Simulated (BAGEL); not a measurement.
# RI-MP2/def2-SVP (density fitting with qzvpp-jkfit) run of AlHSeCl2 (SMILES [Cl][Al]([Cl])[SeH])

What is the energy change on altering one bond length of AlHSeCl2 at RI-MP2/def2-SVP (density fitting with qzvpp-jkfit)? 

Program for the calculation: BAGEL 1.2.2.

1 further run of the same task is left out (set aside as unsound or not needed). Runs told in other sessions of the task aren't counted.

**1. The structure to begin with**

AlHSeCl2 has 5 atoms, charge 0, and is taken as a singlet. As SMILES, `[Cl][Al]([Cl])[SeH]`. Geometry: relaxed at PBE0-D4/def2-TZVP.

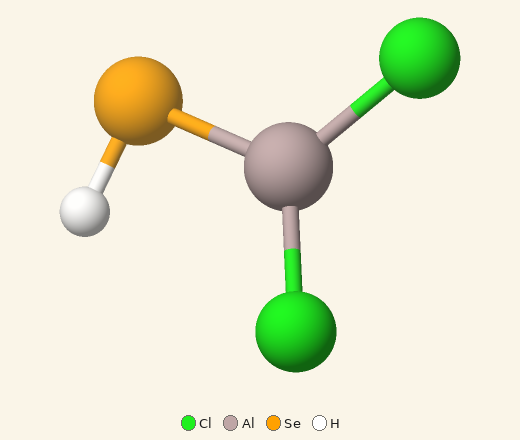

The structure, seen from a chosen angle (chlorine green, aluminium light grey, selenium orange, hydrogen white).

**2. A single-point energy at RI-MP2/def2-SVP (density fitting with qzvpp-jkfit)**

mp2.json

```json
{ "bagel" : [

{
  "title" : "molecule",
  "basis" : "svp",
  "df_basis" : "qzvpp-jkfit",
  "angstrom" : "true",
  "geometry" : [
    { "atom" : "Cl", "xyz" : [      -1.129100,      -1.388600,       1.240100 ] },
    { "atom" : "Al", "xyz" : [       0.378800,      -0.407400,       0.195200 ] },
    { "atom" : "Cl", "xyz" : [       2.327200,      -1.125400,       0.281000 ] },
    { "atom" : "Se", "xyz" : [      -0.051800,       1.460300,      -1.058800 ] },
    { "atom" : "H", "xyz" : [      -1.475200,       1.387400,      -0.698900 ] }
  ]
},

{
  "title" : "hf"
},

{
  "title" : "mp2",
  "ncore" : 24
}

]}
```

On the command line:

```sh
$ BAGEL_NUM_THREADS=1 BAGEL mp2.json > mp2.out
```

What it wrote:

```text
* using 1 threads per process

  ===============================================================
  ===============================================================

  *** Geometry ***

  { "atom" : "Cl", "xyz" : [     -2.133690,     -2.624074,      2.343449 ] },
  { "atom" : "Al", "xyz" : [      0.715828,     -0.769874,      0.368875 ] },
  { "atom" : "Cl", "xyz" : [      4.397771,     -2.126698,      0.531013 ] },
  { "atom" : "Se", "xyz" : [     -0.097888,      2.759567,     -2.000842 ] },
  { "atom" : "H", "xyz" : [     -2.787724,      2.621806,     -1.320730 ] },

  Number of auxiliary basis functions:      668

  Since a DF basis is specified, we compute 2- and 3-index integrals:
    o Being stored without compression. Storage requirement is 0.044 GB

  Number of basis functions:       91
  Number of electrons      :       82

    * METHOD: MOLECULE                             0.45

  *** RHF ***

  === Nuclear Repulsion ===
   437.9471042451

      * DIIS with orbital gradients will be used.

  === RHF iteration (svp) ===
      0      -3560.82728209          0.00664668           0.24
      1      -3560.87474728          0.00278574           0.24
      2      -3560.88216726          0.00070763           0.24
      3      -3560.88282635          0.00014822           0.22
      4      -3560.88285625          0.00004078           0.24
      5      -3560.88285888          0.00001328           0.24
      6      -3560.88285916          0.00000486           0.23
      7      -3560.88285920          0.00000115           0.22
      8      -3560.88285920          0.00000035           0.24
      9      -3560.88285920          0.00000015           0.23
     10      -3560.88285920          0.00000004           0.22
     11      -3560.88285920          0.00000001           0.24
     12      -3560.88285920          0.00000000           0.23
    * SCF iteration converged.

    * Permanent dipole moment:
           (    0.348128,    -0.216587,     0.081207) a.u.

    * METHOD: HF                                   3.46

  *** RHF ***

  === Nuclear Repulsion ===
   437.9471042451

      * DIIS with orbital gradients will be used.

  === RHF iteration (svp) ===
      0      -3560.88285920          0.00000000           0.24
    * SCF iteration converged.

    * Permanent dipole moment:
           (    0.348128,    -0.216587,     0.081207) a.u.

  === DF-MP2 calculation ===

    * freezing 24 orbitals
    * 3-index integral transformation done
    * assembly done

      MP2 correlation energy:   -0.5527044490      0.09

      MP2 total energy:       -3561.4355636487

    * METHOD: MP2                                  0.58

  ===============================================================
```

Run time: 4.8 s. Hardware: 1 thread of Arm Neoverse V2, shared host; peak memory 0.19 GiB.

**3. The distorted shape, same level**

calc.json

```json
{ "bagel": [

{
  "title": "molecule",
  "basis": "svp",
  "df_basis": "qzvpp-jkfit",
  "angstrom": "true",
  "geometry": [
    { "atom": "Cl", "xyz": [      -1.883053,      -1.879202,       1.762552 ] },
    { "atom": "Al", "xyz": [       0.378800,      -0.407400,       0.195200 ] },
    { "atom": "Cl", "xyz": [       2.327200,      -1.125400,       0.281000 ] },
    { "atom": "Se", "xyz": [      -0.051800,       1.460300,      -1.058800 ] },
    { "atom": "H", "xyz": [      -1.475200,       1.387400,      -0.698900 ] }
  ]
},

{ "title": "hf" },

{ "title": "mp2", "ncore": 24 }

]}
```

On the command line:

```sh
$ BAGEL_NUM_THREADS=1 BAGEL calc.json > calc.out
```

What it wrote:

```text
* using 1 threads per process

  ===============================================================
  ===============================================================

  *** Geometry ***

  { "atom" : "Cl", "xyz" : [     -3.558454,     -3.551177,      3.330741 ] },
  { "atom" : "Al", "xyz" : [      0.715828,     -0.769874,      0.368875 ] },
  { "atom" : "Cl", "xyz" : [      4.397771,     -2.126698,      0.531013 ] },
  { "atom" : "Se", "xyz" : [     -0.097888,      2.759567,     -2.000842 ] },
  { "atom" : "H", "xyz" : [     -2.787724,      2.621806,     -1.320730 ] },

  Number of auxiliary basis functions:      668

  Since a DF basis is specified, we compute 2- and 3-index integrals:
    o Being stored without compression. Storage requirement is 0.044 GB

  Number of basis functions:       91
  Number of electrons      :       82

    * METHOD: MOLECULE                             0.46

  *** RHF ***

  === Nuclear Repulsion ===
   394.3965072679

      * DIIS with orbital gradients will be used.

  === RHF iteration (svp) ===
      0      -3560.66427191          0.00797896           0.25
      1      -3560.74913928          0.00391875           0.23
      2      -3560.76884348          0.00086678           0.25
      3      -3560.77040441          0.00021052           0.25
      4      -3560.77052872          0.00007907           0.24
      5      -3560.77054832          0.00002893           0.25
      6      -3560.77055107          0.00001132           0.25
      7      -3560.77055133          0.00000284           0.24
      8      -3560.77055135          0.00000077           0.24
      9      -3560.77055135          0.00000029           0.24
     10      -3560.77055136          0.00000012           0.24
     11      -3560.77055136          0.00000004           0.22
     12      -3560.77055136          0.00000002           0.24
     13      -3560.77055136          0.00000001           0.24
    * SCF iteration converged.

    * Permanent dipole moment:
           (   -1.014828,    -1.324241,     1.185537) a.u.

    * METHOD: HF                                   3.76

  *** RHF ***

  === Nuclear Repulsion ===
   394.3965072679

      * DIIS with orbital gradients will be used.

  === RHF iteration (svp) ===
      0      -3560.77055136          0.00000000           0.23
    * SCF iteration converged.

    * Permanent dipole moment:
           (   -1.014828,    -1.324240,     1.185536) a.u.

  === DF-MP2 calculation ===

    * freezing 24 orbitals
    * 3-index integral transformation done
    * assembly done

      MP2 correlation energy:   -0.5534488155      0.08

      MP2 total energy:       -3561.3240001706

    * METHOD: MP2                                  0.54

  ===============================================================
```

Run time: 5.1 s. Hardware: 1 thread of Arm Neoverse V2, shared host; peak memory 0.19 GiB.

**4. What came out**

Level: RI-MP2/def2-SVP (density fitting with qzvpp-jkfit), 24 core orbitals frozen.

| quantity | value |
| --- | --- |
| first shape: total energy | -3561.43556 Eh |
| first shape: correlation energy (24 core orbitals frozen) | -552.7 mEh |
| distorted shape: total energy | -3561.32400 Eh |
| distorted shape: correlation energy (24 core orbitals frozen) | -553.4 mEh |
| energy change with the Cl1–Al2 bond stretched from 2.080 to 3.121 Å | 3.036 eV |

In words: With the Cl1–Al2 bond stretched from 2.080 to 3.121 Å the energy rises by 3.04 eV (70 kcal/mol). The first shape isn't relaxed at this level, so the change isn't measured from a minimum.
